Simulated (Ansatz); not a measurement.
# CH₄ClIn: what the fields show

Input

```
crystal:
  periodic: [false, false, false]
  atoms:
    - { symbol: C, position_ang: [-0.97185, 0.43914, -0.30966] }
    - { symbol: In, position_ang: [1.07072, -0.30626, 0.13182] }
    - { symbol: Cl, position_ang: [1.20364, -1.83618, 1.84446] }
    - { symbol: H, position_ang: [-1.16827, 0.47068, -1.37751] }
    - { symbol: H, position_ang: [-1.64037, -0.26622, 0.18134] }
    - { symbol: H, position_ang: [-1.1015, 1.43086, 0.11786] }
    - { symbol: H, position_ang: [2.60763, 0.06799, -0.58831] }
basis:
  gaussian: { orbitals: def2-SVP }
hamiltonian:
  xc: b3lyp
relax:
  f_tol: 0.015
  max_steps: 40
output:
  orbitals: {}
```

Launched as:

```sh
ansatz run input.yaml --threads 1 --pin off --max-ram 2048MiB --backend cpu --events-out ev --progress --plain --runs-dir out
```

The fields are those of the relaxed geometry.

Core potentials replace the inner electrons of In.

The calculation used RKS B3LYP/def2-SVP (Ansatz 0.2.0).

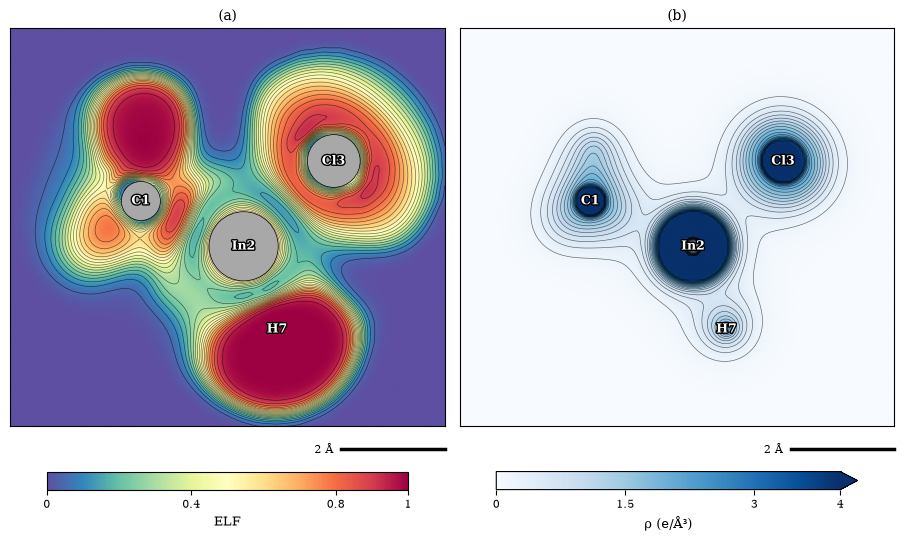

Figure 1. (a) ELF; (b) electron density on the plane of atoms C1, In2 and H7. Grey discs cover the atomic cores in the ELF map.

> What do the fields say about this system?

The section cuts through C, In, Cl and H sites. C–In (2.17 Å): ρ is about 0.64 e/Å³ halfway; the ELF peaks at about 0.90 in the valence shell of C, 0.7 Å from its nucleus, and drops to about 0.20 between the two atoms. In–Cl (2.39 Å): ρ is about 0.47 e/Å³ halfway; the ELF peaks at about 0.85 in the valence shell of Cl, 0.8 Å from its nucleus, and drops to about 0.15 between the two atoms. In–H (1.73 Å): ρ at the midpoint is about 1.2 e/Å³; the ELF climbs to about 1 towards the hydrogen. The ELF also peaks beside Cl3, away from the bonds: lone-pair regions.

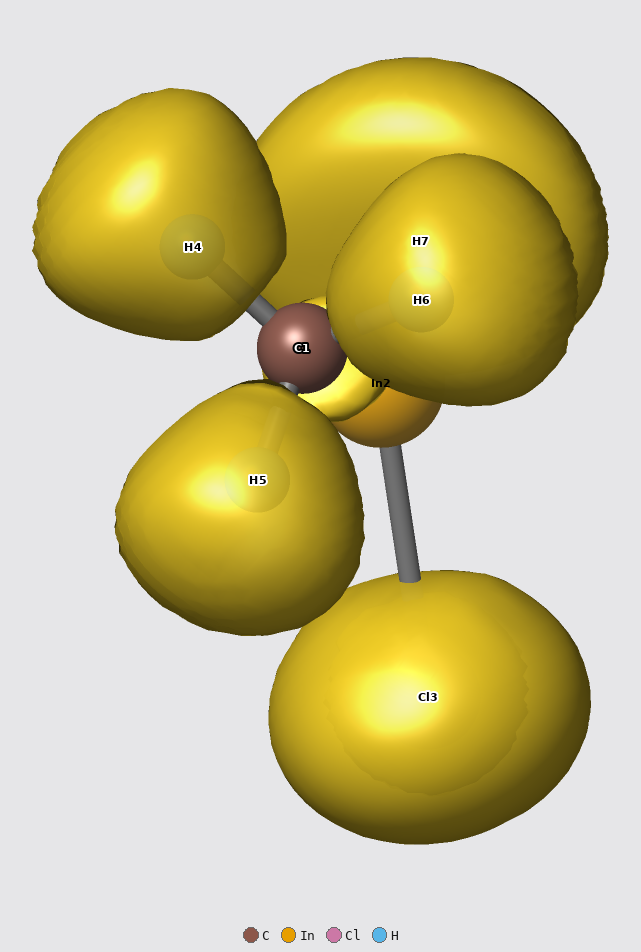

Figure 2. Isosurface of the electron localisation function at 0.8 (yellow), seen at an oblique angle. Only the valence region is drawn (cores and ρ < 0.01 e/Å³ removed).

> Where are the electrons localised?

At this value the surface marks out four regions around hydrogen nuclei, one lobe of the valence shell of C pointing towards In (polar bonds) and one region wrapped around Cl (its valence shell).

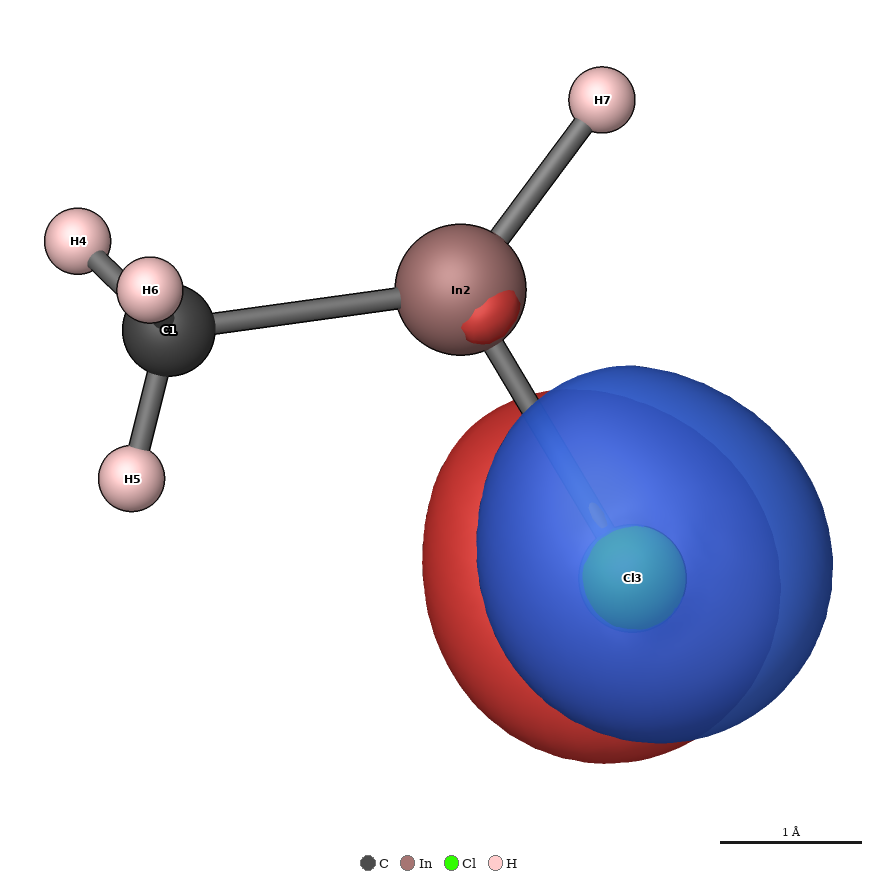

Figure 3. The HOMO−1 at ±0.1 Å⁻³ᐟ² (blue and red are the two phases), seen at a tilt.

> Where does this orbital lie, and at what energy?

Its weight (Hirshfeld) is mainly on Cl3 (about 90 %); largely a lone pair of Cl3. Its energy is −7.88 eV.
